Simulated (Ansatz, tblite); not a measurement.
# [Cu(SH)2]- (CuH₂S₂−): which spin state is lowest

Is the singlet the ground state of [Cu(SH)2]- (CuH₂S₂−)? Other spin states are computed and compared level by level.

Program: Ansatz 0.2.0, Gaussian basis. Level of theory: as each input shows. These are calculated values, not measurements.

Plan: triplet, at the geometry of the singlet (GFN1-xTB, GFN2-xTB, PBE0-D4/def2-TZVPD, PBE-D4/def2-TZVPD, r2SCAN-D4/def2-TZVPD); the singlet's energies come from earlier runs.

**1. The geometry**

The geometry is that of the singlet, from an earlier relaxation (r2SCAN-D4/def2-TZVPD).

5 atoms, charge -1, spin multiplicity 1.

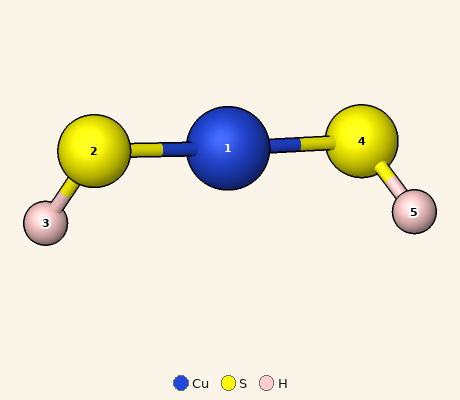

The structure; copper blue, sulfur yellow, hydrogen pink; atoms are numbered from 1 in the order of the file.

Formally the metal is d10. No spin-orbit coupling is included. The ion is computed in the gas phase, without counter-ions or solvent.

**2. Triplet at the fixed geometry, GFN1-xTB**

Tight binding, by tblite at 300 K electronic temperature and without a spin-polarisation term:

```python
tblite.interface.Calculator('GFN1-xTB', numbers, positions, charge=-1, uhf=2).singlepoint()
```

Energy -353.6703 eV; 0.005 s.

**3. Triplet at the fixed geometry, GFN2-xTB**

Tight binding, by tblite at 300 K electronic temperature and without a spin-polarisation term:

```python
tblite.interface.Calculator('GFN2-xTB', numbers, positions, charge=-1, uhf=2).singlepoint()
```

Energy -312.5855 eV; 0.013 s.

**4. Triplet at the fixed geometry, PBE0-D4/def2-TZVPD**

The input, in.yaml:

```yaml
crystal:
  periodic: [false, false, false]
  atoms:
    - {symbol: Cu, position_ang: [0.132941, -0.330288, 0.006300]}
    - {symbol: S, position_ang: [0.246841, -0.274406, 2.156733]}
    - {symbol: H, position_ang: [0.774882, 0.962046, 2.254199]}
    - {symbol: S, position_ang: [0.040615, -0.439654, -2.143063]}
    - {symbol: H, position_ang: [-1.195280, 0.082301, -2.274160]}
basis:
  gaussian: {orbitals: def2-TZVPD}
total_charge: -1
magnetization: {spin_polarized: true, initial_magnetization: 2}
hamiltonian: {xc: pbe0, dispersion: d4}
scf: {omitted_lower_state_checks: [starts]}
output: {orbitals: {seedname: orbitals}}
```

The run is started by

```bash
> ansatz run in.yaml --threads 4 --pin off --events-out ev --progress --plain --max-ram 3916MiB
```

What it wrote:

```text
Functional definition: PBE0
  name "PBE0"
  cite "Adamo & Barone, J. Chem. Phys. 110, 6158 (1999) doi:10.1063/1.478522"
  cite "Perdew, Burke & Ernzerhof, Phys. Rev. Lett. 77, 3865 (1996) doi:10.1103/PhysRevLett.77.3865"
  parent pbe
  parameter a = 0.25
  parameter kappa = 0.804
  parameter beta = 0.06672455060314922
  exchange = (1 - a)*pbe_x(kappa = kappa, mu = beta*pi^2/3) + a*exact_x
  correlation = pbe_c(beta = beta)
these checks for a lower state are left out or cut short: starts
1280 factors; their error is unknown
mean field evaluation 1: about -66297.4039 eV, gradient 1.3e2 eV
mean field evaluation 2: about -66158.2489 eV, gradient 2.9e2 eV
mean field evaluation 4: about -66328.6303 eV, gradient 2.3e1 eV
mean field evaluation 8: about -66330.9759 eV, gradient 2.8e0 eV
mean field evaluation 16: about -66331.0151 eV, gradient 2.2e-1 eV
mean field evaluation 32: about -66331.2585 eV, gradient 1.1e-5 eV
mean field -66331.25846745 eV, -2437.6287877368 hartree, gradient 1.1e-5 eV, S^2 2.007848; 0 other end points of the search recorded, 0 dependent functions left out
reference -66331.25850273 eV, -2437.6287890336 hartree; 33, 31 occupied and 125, 127 virtual orbitals, 1280 factors
Total energy: -66331.36530949 eV, -2437.6327141097 hartree
Checks for a lower state left out: starts
```

Wall time 13 s (4 threads of Arm Neoverse V2, shared host); peak memory 0.83 GiB.

Report: HOMO 1.31 eV, LUMO -1.41 eV (over both spins; with the spin held, an empty level of the minority spin lies below the top filled one); ⟨S²⟩ 2.008 (pure: 2.00). Doubts: highest occupied level lies above zero.

**5. Triplet at the fixed geometry, PBE-D4/def2-TZVPD**

start.molden holds the orbitals of an earlier run on this state, given as this run's starting guess.

in.yaml, as its differences from that of step 4:

```diff
@@ -9,6 +9,6 @@
 basis:
-  gaussian: {orbitals: def2-TZVPD}
+  gaussian: {orbitals: def2-TZVPD, initial_orbitals: start.molden}
 total_charge: -1
 magnetization: {spin_polarized: true, initial_magnetization: 2}
-hamiltonian: {xc: pbe0, dispersion: d4}
+hamiltonian: {xc: pbe, dispersion: d4}
 scf: {omitted_lower_state_checks: [starts]}
```

Launched as before.

What it wrote:

```text
Functional definition: PBE
  name "PBE"
  cite "Perdew, Burke & Ernzerhof, Phys. Rev. Lett. 77, 3865 (1996) doi:10.1103/PhysRevLett.77.3865"
  parent pbe
  parameter kappa = 0.804
  parameter beta = 0.06672455060314922
  exchange = pbe_x(kappa = kappa, mu = beta*pi^2/3)
  correlation = pbe_c(beta = beta)
these checks for a lower state are left out or cut short: starts
1157 factors; their error is unknown
mean field evaluation 1: about -66329.8593 eV, gradient 9.1e0 eV
mean field evaluation 2: about -66330.0269 eV, gradient 3.1e-1 eV
mean field evaluation 4: about -66330.0543 eV, gradient 6.7e-1 eV
mean field evaluation 8: about -66330.1392 eV, gradient 1.4e-1 eV
mean field evaluation 16: about -66330.1395 eV, gradient 1.4e-3 eV
mean field -66330.13947003 eV, -2437.5876653404 hartree, gradient 3.5e-6 eV, S^2 2.002104; 0 other end points of the search recorded, 0 dependent functions left out
reference -66330.13950947 eV, -2437.5876667898 hartree; 33, 31 occupied and 125, 127 virtual orbitals, 1157 factors
Total energy: -66330.26436027 eV, -2437.5922549721 hartree
Checks for a lower state left out: starts
```

It took 4.2 s on 4 threads of Arm Neoverse V2, shared host.

From the report: HOMO 1.67 eV, LUMO -2.13 eV (over both spins; with the spin held, an empty level of the minority spin lies below the top filled one); ⟨S²⟩ 2.002 (pure: 2.00). Doubts: highest occupied level lies above zero.

**6. Triplet at the fixed geometry, r2SCAN-D4/def2-TZVPD**

in.yaml, as its differences from that of step 5:

```diff
@@ -12,3 +12,3 @@
 magnetization: {spin_polarized: true, initial_magnetization: 2}
-hamiltonian: {xc: pbe, dispersion: d4}
+hamiltonian: {xc: r2scan, dispersion: d4}
 scf: {omitted_lower_state_checks: [starts]}
```

The command is unchanged.

What it wrote, cut to the lines that bear on the results:

```text
Functional definition: r2SCAN
  name "r2SCAN"
  cite "Furness, Kaplan, Ning, Perdew & Sun, J. Phys. Chem. Lett. 11, 8208 (2020) doi:10.1021/acs.jpclett.0c02405"
  cite "Furness, Kaplan, Ning, Perdew & Sun, J. Phys. Chem. Lett. 11, 9248 (2020) doi:10.1021/acs.jpclett.0c03077"
  parent r2scan
[...]
1157 factors; their error is unknown
[...]
mean field -66344.00456402 eV, -2438.0971981464 hartree, gradient 4.3e-6 eV, S^2 2.004829; 0 other end points of the search recorded, 0 dependent functions left out
reference -66344.00459757 eV, -2438.0971993794 hartree; 33, 31 occupied and 125, 127 virtual orbitals, 1157 factors
Total energy: -66344.03320162 eV, -2438.0982505586 hartree
Checks for a lower state left out: starts
```

Run time: 22 s. Hardware: 4 threads of Arm Neoverse V2, shared host.

Report: HOMO 1.69 eV, LUMO -2.13 eV (over both spins; with the spin held, an empty level of the minority spin lies below the top filled one); ⟨S²⟩ 2.005 (pure: 2.00). Doubts: highest occupied level lies above zero.

**7. Triplet less singlet, vertical**

The singlet's energies are those of its earlier runs, whose logs aren't repeated here.

```tsv
level	triplet less singlet, vertical (kcal/mol)	time
GFN1-xTB	+160.5	0.008 s
GFN2-xTB	+125.9	0.016 s
PBE-D4/def2-TZVPD	+81.1	5.5 s
r2SCAN-D4/def2-TZVPD	+86.4	25 s
PBE0-D4/def2-TZVPD	+90.5	16 s
```

Times add the two runs; a level without a time comes out of a correlated run. Tight binding without a spin term can't rank spin states.

**8. Results**

| quantity | value |
| --- | --- |
| triplet less singlet, vertical, functionals in def2-TZVPD | +81.1 (PBE-D4) to +90.5 kcal/mol (PBE0-D4) |

**Reading.** All functionals put the triplet above the singlet, over a spread of 9.4 kcal/mol. The checks for a lower triplet were left out, so another state of that spin may lie lower. The singlet here is a closed shell; an open-shell singlet can lie lower. These are electronic energies, without zero-point motion, entropy or surroundings.

The anion's highest level is positive in at least one run, so there the basis alone may hold the extra electron.
